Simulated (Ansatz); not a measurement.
# TiO2 (I4/m): how G0W0 depends on its starting point

One-shot GW is not self-consistent; how far does the start matter for TiO2 (I4/m)?

Calculated with Ansatz 0.2.0; G0W0 on several functionals, plane waves, PAW.

**1. Starting point**

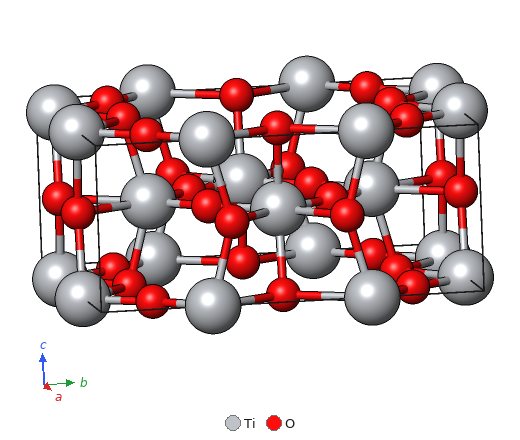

Start, viewed slightly off an axis; titanium light grey, oxygen red. This picture shows the conventional cell, with its axes. Some periodic images of atoms are drawn too.

The cell and positions are those that the Materials Project relaxed with its own functionals (PBE, PBE+U or r2SCAN), kept fixed. This is not the form that TiO2 usually takes at ambient conditions.

**2. G0W0 on LDA**

G0W0 replaces the xc potential by the self-energy, built once from these orbitals. Only a window of levels is corrected, while the sums run over the empty bands that the input names. This step takes PAW set soft_1 files.

This step: G0W0 on LDA, plane waves, PAW; PAW set soft_1.

The input, input.yaml:

```yaml
crystal:
  lattice:
    - [-4.3507577183, 4.3507577183, 1.8875555959]
    - [4.3507577183, -4.3507577183, 1.8875555959]
    - [4.3507577183, 4.3507577183, -1.8875555959]
  atoms:
    - { symbol: Ti, position: [0.2922817, 0.00285525, 0.29513695] }
    - { symbol: Ti, position: [0.00285525, 0.7077183, 0.71057354] }
    - { symbol: Ti, position: [0.99714475, 0.2922817, 0.28942646] }
    - { symbol: Ti, position: [0.7077183, 0.99714475, 0.70486305] }
    - { symbol: O, position: [0.49886382, 0.15078472, 0.64964854] }
    - { symbol: O, position: [0.16166201, 0.8403974, 0.00205942] }
    - { symbol: O, position: [0.15078471, 0.50113618, 0.65192089] }
    - { symbol: O, position: [0.15960259, 0.16166201, 0.32126461] }
    - { symbol: O, position: [0.8403974, 0.83833799, 0.67873539] }
    - { symbol: O, position: [0.84921528, 0.49886382, 0.34807911] }
    - { symbol: O, position: [0.83833799, 0.15960259, 0.99794058] }
    - { symbol: O, position: [0.50113618, 0.84921529, 0.35035146] }
kpoints:
  mp_grid: { grid: [4, 4, 4] }
hamiltonian:
  xc: lda
  pseudopotentials: { kind: paw, azcp: { folder: soft_1 }, xc_functional: pbe }
scf:
  occupations: { method: fixed }
gw:
  n_empty_bands: 364
  ecut_chi: 108
  qp_bands: [v4, c4]
  qp_kpoints: band_edges
  screening: { model: contour_deformation }
```

Command:

```console
$ ansatz run input.yaml --threads 3 --pin off --max-ram 92160MiB --backend cuda --events-out ev --progress --plain --runs-dir out --devices 1 --max-vram 13GiB
```

Numbers of over 12 decimals in the logs are rounded to 6 here.

The program printed:

```text
GPUs: using 1 of 1 available (devices: 1).
Engine: ansatz 0.2.0, x86_64-unknown-linux-gnu
Pseudopotentials: kind: paw
Pseudopotential: Ti, paw, valence charge 12, recommended cutoff 420 eV (normal), soft_1/Ti.paw.azcp
Pseudopotential: O, paw, valence charge 6, recommended cutoff 420 eV (normal), soft_1/O.paw.azcp
Functional definition: SPW92
  exchange = slater_x
  correlation = pw_c
device memory: the entry about to start is reckoned to put 4.1 GiB on a device that reports 45.8 GiB free (of which the cap on the GPU budget leaves the run 13.0 GiB)
GPU FFT provider: cuFFT
GPU libraries: cuBLAS 13.8.2, cuFFT 12.4.0, cuSOLVER 12.3.4
Crystal: 12 atoms, lattice volume = 142.919 Å³
Basis set: ecut = 420 eV, 2795 PW (Γ)
Bands: 60, of which v1, the nominal top of the filled ones, is band 48 counted from 1 (47 counted from 0)
Symmetry: 8 space group operations
Space group: I4/m (ITA 87), of the structure as read, at distance tolerance 5.2e-5 Å
k-points: 14 of 64
Non-local potential: Ti, projectors of the file, l = 0: 3, l = 1: 2, l = 2: 3, l = 3: 1
Non-local potential: O, projectors of the file, l = 0: 2, l = 1: 2, l = 2: 1
PAW form: soft (Blöchl's): semilocal exchange-correlation on the pseudo side does not see the compensation charge
PAW frozen core: Ti, regenerated for the run's functional, and the local potential with it (the file was generated under x = pbe(κ = 0.804, μ = 0.219515), c = pbe(β = 0.066725))
PAW frozen core: O, regenerated for the run's functional, and the local potential with it (the file was generated under x = pbe(κ = 0.804, μ = 0.219515), c = pbe(β = 0.066725))
PAW one-centre angular grid: Ti, 590 points (default); XC on 64 Gauss nodes
PAW one-centre angular grid: O, 110 points (default); XC on 64 Gauss nodes
Initial density: superposition of atomic densities (chi_scale 0.1, normalization cell, long waves kept (reshape's long-wave potential 0.09 eV rms))
Initial wavefunctions: pseudopotential atomic-orbital guess
GPU buffer pool allocated for 91125 grid points (all kernels)
GPU transforms: local potential and band sums: pruned to the plane-wave sphere, on 45×45×45
Functional: x = slater, c = lda
SCF iter   1: F=—  HF=-14261.271789 eV  |F-HF|=—  |Δ(HF+E_count)|=         —  Δρ=5.03e-2  dr2=4.39e0  ethr=3.10e-3  ⟨swp⟩=3.2  Hψ=2533  notcnv=0  defer=114
preconditioner: auto → Resta (q_TF=auto, 2.553 Å⁻¹)  ε∞=7.6  [insulator: Δε(μ)=1.144 eV  Ē_g=9.644 eV  n_scr=44 (ndim 8)  ℏωp=24.8 eV  f_vac=0.049  ε∞_Penn≈7.6]
SCF iter   2: F=—  HF=-14260.657959 eV  |F-HF|=—  |Δ(HF+E_count)|=   6.14e-1  Δρ=2.97e-2  dr2=1.47e0  ethr=3.10e-3  ⟨swp⟩=2.7  Hψ=1386  notcnv=0  defer=117
SCF iter   3: F=—  HF=-14260.408634 eV  |F-HF|=—  |Δ(HF+E_count)|=   2.49e-1  Δρ=2.33e-2  dr2=9.65e-1  ethr=1.53e-3  ⟨swp⟩=2.0  Hψ=1222  notcnv=0  defer=100
SCF iter   4: F=—  HF=-14260.251636 eV  |F-HF|=—  |Δ(HF+E_count)|=   1.57e-1  Δρ=6.04e-3  dr2=8.17e-2  ethr=1.01e-3  ⟨swp⟩=2.2  Hψ=1137  notcnv=0  defer=134
SCF iter   5: F=—  HF=-14260.247741 eV  |F-HF|=—  |Δ(HF+E_count)|=   3.90e-3  Δρ=5.88e-3  dr2=5.91e-2  ethr=8.51e-5  ⟨swp⟩=2.0  Hψ=1228  notcnv=0  defer=127
SCF iter   6: F=—  HF=-14260.242239 eV  |F-HF|=—  |Δ(HF+E_count)|=   5.50e-3  Δρ=1.59e-3  dr2=6.04e-3  ethr=6.15e-5  ⟨swp⟩=2.0  Hψ=1130  notcnv=0  defer=136
SCF iter   7: F=—  HF=-14260.244179 eV  |F-HF|=—  |Δ(HF+E_count)|=   1.94e-3  Δρ=4.94e-4  dr2=4.54e-4  ethr=6.29e-6  ⟨swp⟩=2.0  Hψ=1101  notcnv=0  defer=136
SCF iter   8: F=—  HF=-14260.244525 eV  |F-HF|=—  |Δ(HF+E_count)|=   3.46e-4  Δρ=2.22e-4  dr2=8.83e-5  ethr=4.73e-7  ⟨swp⟩=2.0  Hψ=1150  notcnv=0  defer=81
SCF iter   9: F=—  HF=-14260.244539 eV  |F-HF|=—  |Δ(HF+E_count)|=   1.34e-5  Δρ=3.81e-5  dr2=2.10e-6  ethr=9.20e-8  ⟨swp⟩=2.0  Hψ=1159  notcnv=0  defer=78
SCF iter  10: F=—  HF=-14260.244539 eV  |F-HF|=—  |Δ(HF+E_count)|=   3.37e-7  Δρ=1.20e-5  dr2=1.92e-7  ethr=2.19e-9  ⟨swp⟩=2.0  Hψ=1378  notcnv=0  defer=78
SCF iter  11: F=-14260.244539 eV  HF=-14260.244539 eV  |F-HF|=8.04e-10  |Δ(HF+E_count)|=   3.36e-8  Δρ=3.49e-6  dr2=1.62e-8  ethr=1.04e-10  ⟨swp⟩=9.7  Hψ=2664  notcnv=0
SCF 1 converged in 11 iterations: F = -14260.244539 eV  dr2 = 1.62e-8
  greatest PAW one-centre occupation: 0.998 electrons in one spin orbital (limit 2), on the Ti atom at site 2 (counted from 0), in its partial waves of l = 0
device memory: the entry about to start is reckoned to put 5.1 GiB (of the 5.2 GiB reckoned in all, the device holds 0.1 GiB already) on a device that reports 45.6 GiB free (of which the cap on the GPU budget leaves the run 13.0 GiB)
NSCF: frozen V_eff on 14 k-points
the band table was solved once the SCF had ended and its energy, with any forces and stress, was formed, with the checks that follow a solve (3095 applications of the Hamiltonian). They found nothing against the state; the energy, forces and stress were not computed again (output.eigenvalues in the input reference)
device memory: the entry about to start is reckoned to put 4.7 GiB on a device that reports 45.5 GiB free (of which the cap on the GPU budget leaves the run 13.0 GiB)
NSCF: frozen V_eff on 14 k-points
G₀W₀ screening: q 1/14
[... further progress lines ...]
device memory: the entry about to start is reckoned to put 1.2 GiB on a device that reports 38.1 GiB free (of which the cap on the GPU budget leaves the run 13.0 GiB)
NSCF: frozen V_eff on 1 k-points
SCF converged after 11 iterations
Free energy (F): -14260.244539 eV
Harris-Foulkes:  -14260.244539 eV  (|F-HF|=8.04e-10)
Internal energy: -14260.244539 eV  (E = F + TS)
E sigma→0 (E₀):  -14260.244539 eV
Fermi energy:    6.372895 eV
--- Per-component energies (eV) ---
  E_band       = -994.290620
  E_kinetic    = 2450.273808
  E_local      = -8204.967564  (includes V_loc(G=0)·N_el)
  E_nonlocal   = 681.154867
  E_hartree    = 3211.110383
  E_xc         = -1022.884416
  E_vxc        = -1303.201200  (∫ρ·V_xc dr)
  E_paw        = -5179.714391  (= ΣΔE_a)
  E_vpaw       = -1039.773439  (= ΣTr[D̂ρ^β])
  E_aug_tail   = 0.006017  (compensation charges beyond the density's cutoff)
  E_ewald      = -6197.302418
  E_core_change = 2.079174  (= ΣΔE_core)
  E_smearing   = -0.000000  (= −TS)
  E_closure    = -0.000000  (closes the sum)
  Σ components = -14260.244539   (vs F -14260.244539, Δ=0.00e0)
--- Band table (eV; the first three rows and the last of 14) ---
  k-point 0: bands = [... 44 lower, 5.4350, 5.4350, 5.4396, 5.6661, 7.8988, 9.3432, 9.3432, 9.4066, ... 8 higher]
  k-point 1: bands = [... 44 lower, 5.2082, 5.3909, 5.4611, 5.7369, 8.1397, 9.1749, 9.1974, 9.4540, ... 8 higher]
  k-point 2: bands = [... 44 lower, 5.1951, 5.4128, 5.4469, 5.6951, 8.5795, 8.8380, 9.0492, 9.6062, ... 8 higher]
  k-point 13: bands = [... 44 lower, 5.1375, 5.2127, 5.2127, 6.3729, 9.1695, 9.1695, 9.2207, 9.4164, ... 8 higher]
--- G₀W₀: contour deformation, 7 samples at zero and on the imaginary axis and 1 off it, 64 q-points, 364 empty bands' worth ---
  eigenvalues of the whole cell's RPA ε∞ on this k-mesh (on a slab, of 1 + 4πα/V) = 6.1571, 6.1571, 6.2429; static W/v taken at q = 0 is 0.161214
  gw.qp_kpoints: band_edges: 14 of 14 stored k-points solved, in 1 pass; an edge of the gap read off the rows below is read off those points alone
    ik  band        ε_KS         Σx   Σc(E_QP)       V_xc       Z   E_QP_lin       E_QP  E_QP is
     0    45      5.4350   -25.7513     4.6232   -21.0295  0.7182     5.3363     5.3365  root
     0    46      5.4350   -25.7513     4.6232   -21.0295  0.7182     5.3363     5.3365  root
     0    47      5.4396   -25.6655     4.5750   -20.9715  0.7230     5.3203     5.3206  root
     0    48      5.6661   -25.1664     4.6534   -20.3567  0.7099     5.5092     5.5097  root
     0    49      7.8988   -12.6245    -6.2812   -20.5081  0.7430     9.5496     9.5011  root
     0    50      9.3432   -14.1253    -6.5913   -22.3172  0.7174    11.0086    10.9438  root
     0    51      9.3432   -14.1253    -6.5913   -22.3172  0.7174    11.0086    10.9438  root
     0    52      9.4066   -14.1387    -7.0595   -22.8960  0.7139    11.1810    11.1045  root
     1    45      5.2082   -26.5046     4.6110   -21.8016  0.7261     5.1161     5.1163  root
     1    46      5.3909   -25.4531     4.4967   -20.8570  0.7193     5.2913     5.2915  root
     1    47      5.4611   -25.7189     4.5727   -21.0519  0.7188     5.3667     5.3669  root
     1    48      5.7369   -25.3430     4.6167   -20.5872  0.7107     5.5974     5.5978  root
     1    49      8.1397   -12.8597    -6.3203   -20.7832  0.7388     9.7933     9.7429  root
     1    50      9.1749   -13.7902    -6.8259   -22.2983  0.7211    10.9262    10.8571  root
     1    51      9.1974   -13.9207    -6.6491   -22.1847  0.7192    10.8773    10.8123  root
     1    52      9.4540   -13.9516    -6.9148   -22.5016  0.7135    11.1610    11.0892  root
     2    45      5.1951   -26.4598     4.5339   -21.8532  0.7257     5.1223     5.1224  root
     2    46      5.4128   -25.1362     4.3933   -20.6460  0.7145     5.3156     5.3158  root
     2    47      5.4469   -25.8290     4.6116   -21.1280  0.7184     5.3573     5.3575  root
     2    48      5.6951   -25.1584     4.5375   -20.4952  0.7087     5.5690     5.5693  root
     2    49      8.5795   -13.3112    -6.1782   -21.0538  0.7327    10.1945    10.1439  root
     2    50      8.8380   -13.4476    -6.9129   -22.0334  0.7231    10.5783    10.5109  root
     2    51      9.0492   -13.5090    -6.7829   -21.9668  0.7242    10.7905    10.7241  root
     2    52      9.6062   -13.6715    -7.4315   -22.7899  0.7075    11.3760    11.2931  root
[...]
13    45      5.1375   -26.5439     4.3406   -22.1912  0.7285     5.1255     5.1255  root
    13    46      5.2127   -25.2073     4.8196   -20.2174  0.7124     5.0417     5.0424  root
    13    47      5.2127   -25.2073     4.8196   -20.2174  0.7124     5.0417     5.0424  root
    13    48      6.3729   -25.8163     4.4724   -21.2578  0.7162     6.2866     6.2868  root
    13    49      9.1695   -13.2723    -7.1320   -22.0760  0.7176    10.9143    10.8412  root
    13    50      9.1695   -13.2723    -7.1320   -22.0760  0.7176    10.9143    10.8412  root
    13    51      9.2207   -13.7300    -6.3375   -21.6540  0.7259    10.8662    10.8072  root
    13    52      9.4164   -13.6432    -7.5770   -22.9470  0.7081    11.2301    11.1433  root
```

Elapsed: 45 s, on 1 × NVIDIA H100 80GB HBM3 (shared by 6 runs) with 3 threads of AMD EPYC 7R13 (Zen 3), shared host; peak memory 1.7 GiB; 69 s of CPU time.

Numbers from this step:

```
bands summed                                 : 412
RPA ε∞ on this mesh (eigenvalues)            : 6.157, 6.157, 6.243
plane waves in the screening matrix          : 371
q-points in the mesh                         : 64
G0W0 gap on the mesh                         : 3.214 eV
k of the valence top                         : -0.5, -0.5, -0.5
k of the conduction bottom                   : 0, 0, 0
starting gap on the mesh                     : 1.526 eV
Z at the valence top                         : 0.7162
Z at the conduction bottom                   : 0.7430
least direct G0W0 gap on the computed points : 3.991 eV
```

The gap on the mesh goes from 1.53 eV to 3.21 eV, a correction of +1.69 eV. Between the two edge states, bare exchange in place of the xc potential would open the gap by 12.44 eV, and correlation takes back 10.75 eV.

[end of part 1 of 2]

[Paths, hosts, dates, memory and timing lines, banners, echoed tables and standing remarks are left out of the program output.]

[Logs are printed without paths, hosts, clocks, repeated set-up lines and the standing remarks that a program may print on its own settings, such as how far it seeks lower states.]

[Runs of the session that timed out or met a known fault of the program may be left out.]

[Cells called generated may have been cut or substituted from an entry of the Crystallography Open Database or the Materials Project.]

[Hosts, paths, dates, database ids (printed as entryN), source tags and the programs' standing remarks are cut or masked in the printed files.]
